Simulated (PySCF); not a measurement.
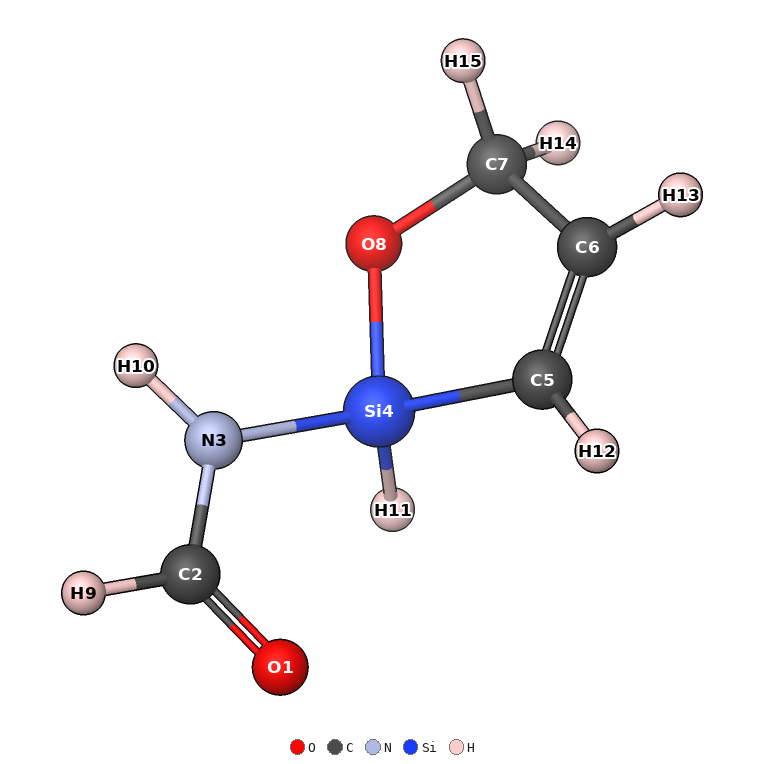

The computed structure is the end point of a GFN2-xTB optimisation. No frequency run is at hand to confirm it as a minimum. Electric field gradients from the ground-state density, PBE0/pcSseg-1 (PySCF 2.14.0), non-relativistic apart from any core potentials.

Give the largest field-gradient component, the quadrupole coupling constant and the asymmetry for 17O at O1 (Q = −25.6 mb), 14N at N3 (Q = 20.44 mb), 17O at O8 (Q = −25.6 mb).

| atom | V_zz (a.u.) | e²qQ/h (MHz) | η |
| --- | --- | --- | --- |
| O1 | −1.518 | 9.13 | 0.08 |
| N3 | −0.635 | −3.05 | 0.60 |
| O8 | 1.711 | −10.29 | 0.43 |

The geometry is semi-empirical. Around Si such bond lengths and angles can be off by a tenth of an ångström or more and by several degrees, and values that hang on the shape move with them.
